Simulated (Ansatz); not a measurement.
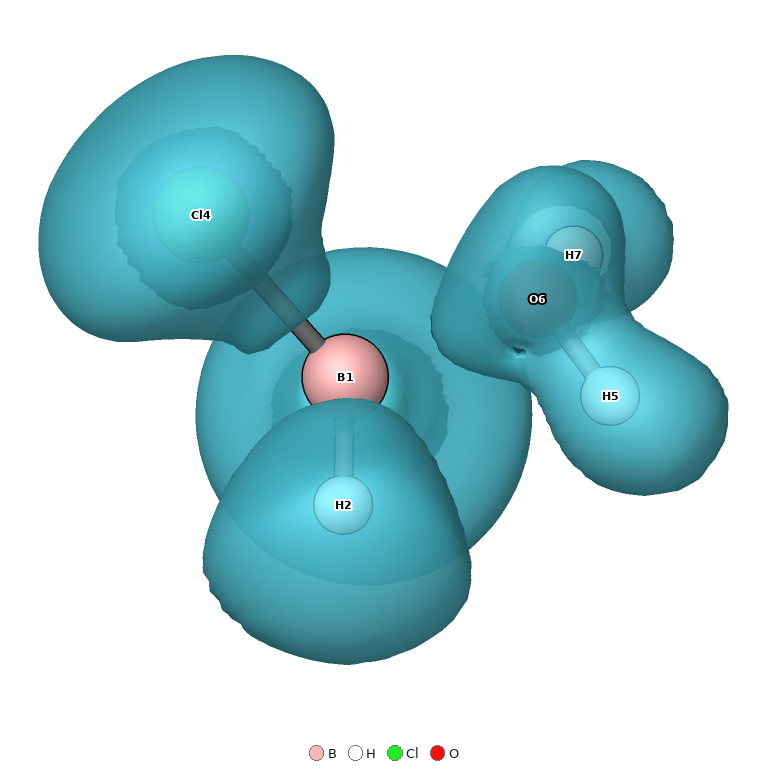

*BCl2H···H2O. Isosurface of the ELF at 0.75 (cyan), seen from one side. Core shells and regions of very low density are left out.*

These are results of RKS PBE/def2-SVP in Ansatz, not measurements.

```yaml
atoms:
  - { symbol: B, position_ang: [-0.5326, -0.3753, -0.1474] }
  - { symbol: H, position_ang: [-0.3529, -1.4914, 0.3030] }
  - { symbol: Cl, position_ang: [0.0244, -0.1677, -1.8968] }
  - { symbol: Cl, position_ang: [-2.1100, 0.4050, 0.2524] }
  - { symbol: H, position_ang: [1.3826, -0.0685, 0.8443] }
  - { symbol: O, position_ang: [0.6331, 0.5426, 0.6746] }
  - { symbol: H, position_ang: [0.9554, 1.1553, -0.0301] }
```

> Identify the bonds, lone pairs and shells in this picture.

The ELF exceeds this value in one region around a hydrogen nucleus, two regions on Cl in which the atom's valence shell and bonds are merged and one joined region spread over several atoms (H, O), in which their bonds and any lone pairs are merged. Profiles from the grid: B1···O6 (1.70 Å): the ELF peaks at about 0.90 between the atoms. B–Cl (1.80 Å): the ELF peaks at about 0.90 between the atoms, as expected for a shared but strongly polarised pair.
